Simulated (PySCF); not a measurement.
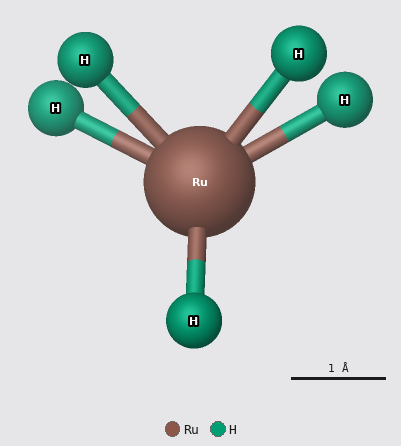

*The structure as given in the input (ball-and-stick view, seen at a tilt). Sticks mark near contacts.*

Bond lengths as drawn: H–Ru 1.66 to 1.80 Å.

**Run report: RuH$_{5}$, frequency calculation**

- system: RuH$_{5}$, multiplicity 4
- method: UKS-based PBE0, Ru def2-TZVP with ECP28, H def2-TZVP; non-relativistic Hamiltonian with a scalar-relativistic core potential; density fitting (PySCF 2.14.0)

The program's output:
```
init E= -97.7610860899589
  alpha nocc = 12  HOMO = -0.219323187481394  LUMO = -0.0233194173438029
  beta  nocc = 9  HOMO = -0.239116313810681  LUMO = -0.0889771577170833
  HOMO = -0.219323187481  LUMO = -0.0889771577171  gap/eV = 3.54690
cycle= 1 E= -97.7610860899643  delta_E= -5.31e-12  |g|= 1.17e-06  |ddm|= 3.56e-06
  alpha nocc = 12  HOMO = -0.219323118109954  LUMO = -0.0233194527698104
  beta  nocc = 9  HOMO = -0.239116347455308  LUMO = -0.0889771772286876
  HOMO = -0.21932311811  LUMO = -0.0889771772287  gap/eV = 3.54689
Extra cycle  E= -97.7610860899677  delta_E= -3.48e-12  |g|= 1.04e-06  |ddm|= 2.83e-06
converged SCF energy = -97.7610860899677  <S^2> = 3.7613513  2S+1 = 4.0056716
```

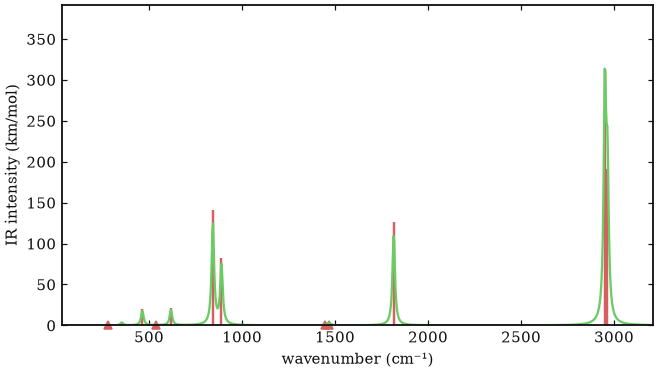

*Harmonic infrared spectrum, unscaled: sticks (degenerate modes added up, dark ones marked on the axis) with a Lorentzian envelope of 16 cm⁻¹ full width, scaled to the tallest stick.*

12 modes from 277 to 2964 cm⁻¹, none imaginary. The strongest line is at 2951 cm⁻¹ (314 km/mol). All modes, in cm⁻¹ (km/mol): 277 (0.5), 354 (3.9), 464 (20), 535 (0.1), 617 (21), 843 (140), 889 (82), 1446 (1.2), 1469 (3.7), 1815 (126), 2951 (314), 2964 (191).

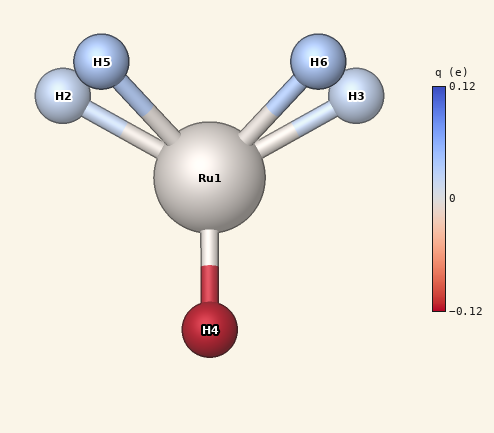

*Mulliken charges, as the colour of each atom (ball-and-stick view, seen on its broad side; atoms are numbered from 1 in the order of the input).*

By element: Ru 0.00 and H −0.11 to +0.03 e.

This output came from the following input.

The input:
```python
from pyscf import gto, scf, dft
mol = gto.M(atom='''
Ru     0.016360     0.023366     0.000000
H     -0.000186    -0.848725     1.562283
H     -0.000186    -0.848725    -1.562283
H     -0.236675     1.668400     0.000000
H     -0.679953    -1.161402     1.155124
H     -0.679953    -1.161402    -1.155124''',
    basis={'Ru': 'def2-TZVP', 'H': 'def2-TZVP'},
    ecp={'Ru': 'def2-TZVP'},
    charge=0, spin=3)
mf = dft.UKS(mol, xc='PBE0')
mf.grids.atom_grid = (75, 302)
aux = {'Ru': 'def2-universal-JKFIT', 'H': 'def2-universal-JKFIT'}
mf = mf.density_fit(auxbasis=aux)
mf.conv_tol = 1e-09
mf.diis_space = 10
mf.max_cycle = 60
mf.verbose = 4
mf.kernel()
```

The script is an equivalent of the set-up of the self-consistent field. The run itself was carried out by a driver, which started from the orbitals of the step before it where there was one and computed the further properties.

Launched with:
```bash
OMP_NUM_THREADS=2 python axn.py task.json out
```

Key numbers:

```json
{"quantity": "outcome", "value": "converged"}
{"quantity": "total energy", "value": "−97.761086 hartree"}
{"quantity": "⟨S²⟩", "value": "3.761"}
{"quantity": "zero-point energy", "value": "0.033318 hartree"}
{"quantity": "dipole moment", "value": "2.55 D"}
{"quantity": "wavenumbers, lowest and highest", "value": "277 and 2964 cm⁻¹"}
{"quantity": "hardware", "value": "2 threads of Arm Neoverse N1, 80 GiB of memory available, shared host"}
{"quantity": "wall time", "value": "1.8 min (CPU time 3.2 min)"}
{"quantity": "peak memory", "value": "1.1 GiB"}
```
